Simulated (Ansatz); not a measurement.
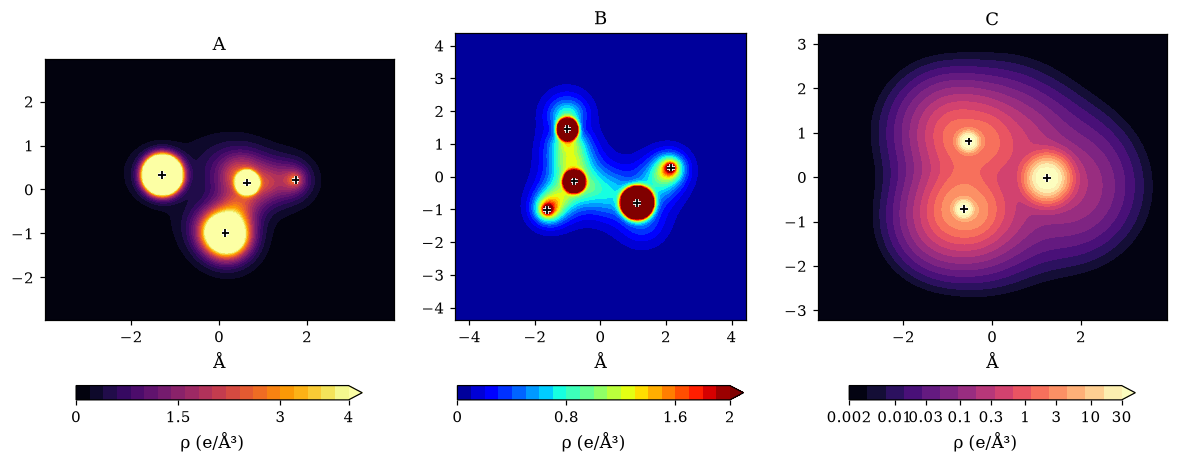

The electron density of 3 systems, each on a plane through atoms (crosses mark nuclei in the plane).

Computed with RKS PBE0-D4/def2-TZVPP in Ansatz.

System 1: CH6AlN, the plane of atoms N1, C2 and Al3. Geometry: PBE0-D4/def2-TZVP.

```xyz
9

N    -0.7285    0.2661   -0.4771
C     0.7818    0.4523   -0.3906
Al    0.1499   -0.7946    0.9720
H    -1.0405   -0.1425   -1.3468
H    -1.2547    1.1103   -0.3008
H     1.0258    1.4909   -0.1821
H     1.2579    0.1310   -1.3135
H     0.1308   -2.3440    0.6209
H    -0.2339   -0.2158    2.4008
```

System 2: CH3AlO, the plane of atoms O1, C2 and H4. Geometry: PBE0-D4/def2-TZVP.

```yaml
atoms:
  - { symbol: O, position_ang: [-0.6295, -0.8707, 0.6442] }
  - { symbol: C, position_ang: [0.1411, -1.0549, -0.3243] }
  - { symbol: Al, position_ang: [0.0728, 0.8483, 0.0375] }
  - { symbol: H, position_ang: [0.2860, -2.0985, -0.6537] }
  - { symbol: H, position_ang: [-0.9992, 1.6860, -0.7618] }
  - { symbol: H, position_ang: [1.1709, 1.4259, 1.0121] }
```

System 3: B2H6Si (SMILES BB[SiH3]), the plane of atoms B1, B2 and H6. Geometry: PBE0-D4/def2-TZVP.

```xyz
9

B    -1.2235    0.9562   -0.7500
B     0.3275    0.5686   -0.5799
Si    0.7426   -0.9030    0.7487
H    -1.9397    0.3757   -1.5195
H    -1.7557    1.7643   -0.0387
H     1.2806    1.0335   -1.1347
H     1.4455   -2.0054    0.0334
H     1.6567   -0.3565    1.7911
H    -0.4457   -1.4797    1.4325
```

Match each panel to its system.

Answer. Panel A is system 2, CH3AlO: the plane holds O, C, Al and H. C–O (1.25 Å): ρ at the midpoint is about 3.1 e/Å³. Panel B is system 3, B2H6Si: the plane holds B, Si and H. B–B (1.61 Å): ρ is about 1.2 e/Å³ halfway. Panel C is system 1, CH6AlN: the plane holds N, C and Al. C–N (1.52 Å): ρ at the midpoint is about 1.6 e/Å³.
